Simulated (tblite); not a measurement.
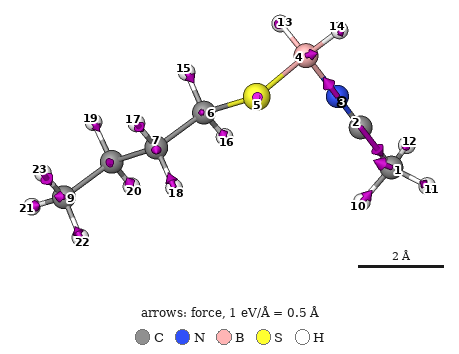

Starting geometry of C6H14BNS with the computed forces as purple arrows. A ball-and-stick model, seen from a free direction.

All numbers below come from GFN2-xTB geometry optimisation, gas phase (tblite 0.8.0). 

Is this structure relaxed? If not, where do the atoms go?

It isn't relaxed: the largest force vector, on a C atom, is 2.12 eV/Å. The final displacements have little in common with the starting forces (cosine between the two patterns 0.19). The S atom moves most after the best rigid fit: 0.30 Å. Largest moves by element: S 0.30 Å, H 0.26 Å, N 0.23 Å, C 0.17 Å, B 0.13 Å. Near-neighbour distances that change, for instance: C–C 1.475 → 1.428 Å, C–H 1.122 → 1.087 Å, B–N 1.500 → 1.474 Å, C–H 1.102 → 1.090 Å. Among the angles between lasting bonds that change: C–N–B 178.6° → 170.1°, N–B–S 109.2° → 101.9°, H–B–H 109.4° → 116.3°. The energy falls by 5.79 kcal/mol in 74 geometry steps. Cost: 0.67 s on 1 thread of Arm Neoverse V1, on a shared host.
